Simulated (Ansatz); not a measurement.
**One shape, several levels: triplet C2H7BO**

Aim: a comparison of 6 runs (UHF/STO-3G, UHF/def2-SVP, U-revPBE/def2-SVP, U-wB97X/def2-SVP, UBHLYP/def2-SVP, UCCSD(T)/def2-SVP) of triplet C2H7BO. 

The calculation is run with Ansatz 0.2.0.

62 further runs of the same task are left out: 62 set aside as unsound or not needed.

## 1. The structure to begin with

C2H7BO has 11 atoms, charge 0, and is taken as a triplet. As SMILES of the parent species, `CCBO`. The coordinates come from a PBE0-D4/def2-TZVP relaxation. This is one conformer, not always the lowest. That shape belongs to the parent species and isn't relaxed for this state.

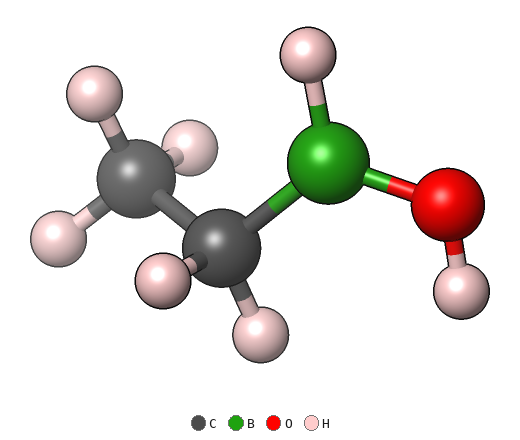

The structure, seen from a chosen angle (carbon dark grey, boron green, oxygen red, hydrogen pink).

## 2. The energy at UHF/STO-3G (run 1)

molecule.yaml reads:

```yaml
crystal:
  periodic: [false, false, false]
  atoms:
    - {symbol: C, position_ang: [-0.556200, 1.314000, 0.194100]}
    - {symbol: C, position_ang: [-0.148100, -0.126400, 0.498700]}
    - {symbol: B, position_ang: [0.844200, -0.749700, -0.545000]}
    - {symbol: O, position_ang: [0.775200, -2.034600, -0.968200]}
    - {symbol: H, position_ang: [-1.123600, 1.378600, -0.737900]}
    - {symbol: H, position_ang: [-1.178100, 1.737200, 0.986300]}
    - {symbol: H, position_ang: [0.322300, 1.954000, 0.082400]}
    - {symbol: H, position_ang: [-1.037300, -0.754700, 0.640300]}
    - {symbol: H, position_ang: [0.380300, -0.147700, 1.464300]}
    - {symbol: H, position_ang: [1.748300, -0.108300, -1.010000]}
    - {symbol: H, position_ang: [0.038500, -2.519500, -0.584400]}
basis:
  gaussian:
    orbitals: STO-3G
magnetization:
  spin_polarized: true
  initial_magnetization: 2
hamiltonian:
  xc: hf
accuracy: high
output:
  orbitals: {seedname: orbitals}
```

Command:

```sh
$ ansatz run molecule.yaml --threads 1 --pin off --max-ram 3480MiB --events-out events.jsonl --progress --plain --runs-dir runs
```

Log:

```text
Warning: RAYON_NUM_THREADS=1 ignored (pool sized by the plan → 1); use --threads N
Functional definition: HF
  name "HF"
  exchange = exact_x
  correlation = 0
543 factors; integrals over basis functions are off by at most 6.0e-9 eV
mean field evaluation 1: about -4810.3305 eV, gradient 1.6e1 eV
mean field evaluation 2: about -4810.5375 eV, gradient 1.6e1 eV
mean field evaluation 4: about -4812.6658 eV, gradient 1.8e0 eV
mean field evaluation 8: about -4812.7702 eV, gradient 6.6e-1 eV
mean field evaluation 16: about -4813.6320 eV, gradient 4.7e-2 eV
mean field evaluation 32: about -4812.9501 eV, gradient 8.7e-1 eV
mean field evaluation 64: about -4812.9854 eV, gradient 2.4e-1 eV
mean field -4813.63206547 eV, -176.8977156091 hartree, gradient 2.7e-8 eV, S^2 2.017376; 3 other end points of the search recorded, 0 dependent functions left out
reference -4813.63206547 eV, -176.8977156091 hartree; 17, 15 occupied and 10, 12 virtual orbitals, 543 factors
Total energy: -4813.63206547 eV, -176.8977156091 hartree
```

Wall time 0.56 s (1 thread of Arm Neoverse V1, shared host).

## 3. The energy at UHF/def2-SVP (run 2)

molecule.yaml: that of step 2 with these lines changed.

```diff
@@ -15,11 +15,6 @@
 basis:
-  gaussian:
-    orbitals: STO-3G
-magnetization:
-  spin_polarized: true
-  initial_magnetization: 2
-hamiltonian:
-  xc: hf
+  gaussian: {orbitals: def2-SVP}
+magnetization: {spin_polarized: true, initial_magnetization: 2}
+hamiltonian: {xc: hf}
 accuracy: high
-output:
-  orbitals: {seedname: orbitals}
+output: {orbitals: {seedname: orbitals}}
```

Command:

```sh
$ ansatz run molecule.yaml --threads 1 --pin off --max-ram 3480MiB --events-out events.jsonl --progress --plain --runs-dir runs
```

Log:

```text
Warning: RAYON_NUM_THREADS=1 ignored (pool sized by the plan → 1); use --threads N
[... 4 set-up lines as earlier in the session ...]
2237 factors; integrals over basis functions are off by at most 7.9e-9 eV
mean field evaluation 1: about -4867.9101 eV, gradient 2.5e1 eV
mean field evaluation 2: about -4868.0144 eV, gradient 2.5e1 eV
mean field evaluation 4: about -4871.4261 eV, gradient 3.6e0 eV
mean field evaluation 8: about -4871.5854 eV, gradient 2.5e-1 eV
mean field evaluation 16: about -4871.5894 eV, gradient 2.6e-8 eV
mean field evaluation 32: about -4869.0184 eV, gradient 1.4e1 eV
mean field evaluation 64: about -4870.9715 eV, gradient 2.7e0 eV
mean field evaluation 96: about -4869.2775 eV, gradient 7.9e0 eV
mean field -4871.58943090 eV, -179.0276095035 hartree, gradient 3.9e-8 eV, S^2 2.012961; 2 other end points of the search recorded, 0 dependent functions left out
reference -4871.58943090 eV, -179.0276095035 hartree; 17, 15 occupied and 74, 76 virtual orbitals, 2237 factors
Total energy: -4871.58943090 eV, -179.0276095035 hartree
```

Run time: 8.7 s. Hardware: 1 thread of Arm Neoverse V1, shared host; peak memory 0.35 GiB.

Runs 3 to 5 aren't shown in full; the table further down has their settings and results.

## 4. The energy at UCCSD(T)/def2-SVP (run 6)

input.yaml reads:

```yaml
crystal:
  periodic: [false, false, false]
  atoms:
    - {symbol: C, position_ang: [-0.556200, 1.314000, 0.194100]}
    - {symbol: C, position_ang: [-0.148100, -0.126400, 0.498700]}
    - {symbol: B, position_ang: [0.844200, -0.749700, -0.545000]}
    - {symbol: O, position_ang: [0.775200, -2.034600, -0.968200]}
    - {symbol: H, position_ang: [-1.123600, 1.378600, -0.737900]}
    - {symbol: H, position_ang: [-1.178100, 1.737200, 0.986300]}
    - {symbol: H, position_ang: [0.322300, 1.954000, 0.082400]}
    - {symbol: H, position_ang: [-1.037300, -0.754700, 0.640300]}
    - {symbol: H, position_ang: [0.380300, -0.147700, 1.464300]}
    - {symbol: H, position_ang: [1.748300, -0.108300, -1.010000]}
    - {symbol: H, position_ang: [0.038500, -2.519500, -0.584400]}
basis:
  gaussian:
    orbitals: def2-SVP
total_charge: 0
correlation:
  method: ccsd_t
  frozen_orbitals: {B: 1, C: 1, H: 0, O: 1}
magnetization:
  spin_polarized: true
  initial_magnetization: 2
accuracy: high
scf:
  omitted_lower_state_checks: [cluster_reference, increment]
```

Command:

```sh
$ ansatz run input.yaml --threads 1 --pin off --max-ram 3480MiB --events-out events.jsonl --progress --plain --runs-dir runs
```

Log:

```text
Warning: RAYON_NUM_THREADS=1 ignored (pool sized by the plan → 1); use --threads N
[... 13 lines left out ...]
4 core orbitals not correlated: weight in the atoms' cores, before any rotation towards them, 1.000 or more for the frozen orbitals, at most 0.000 for the correlated occupied ones
[... 37 lines left out ...]
Total energy: -4888.69521756 eV, -179.6562355686 hartree
Checks for a lower state left out: cluster_reference, increment
```

Wall time 2.2 min (1 thread of Arm Neoverse V1, shared host); peak memory 1.3 GiB.

## 5. The series

```csv
run,level,frozen core orbitals,energy (Eh),HOMO energy (eV),⟨S²⟩,wall time
1,UHF/STO-3G,–,-176.897716,-3.22,2.017,0.56 s
2,UHF/def2-SVP,–,-179.027610,-4.74,2.013,8.7 s
3,U-revPBE/def2-SVP,–,-180.140465,-1.03,2.002,14 s
4,U-wB97X/def2-SVP,–,-180.129046,-4.27,2.006,74 s
5,UBHLYP/def2-SVP,–,-180.070221,-3.04,2.007,18 s
6,UCCSD(T)/def2-SVP,4,-179.656236,–,2.013,2.2 min
```

## 6. Summary of results

```
                                          quantity          value
                               run 6: total energy  -179.65624 Eh
run 6: correlation energy (4 core orbitals frozen)     -628.6 mEh
                             run 6: (T) correction     -17.99 mEh
          run 6: ⟨S²⟩ of the reference determinant          2.013
                              run 6: T1 diagnostic          0.027
```

What this shows: Totals of different functionals can't be ranked against each other. In run 1 the basis is minimal, so the values are rough. All runs together took 4.1 min, the longest 2.2 min.
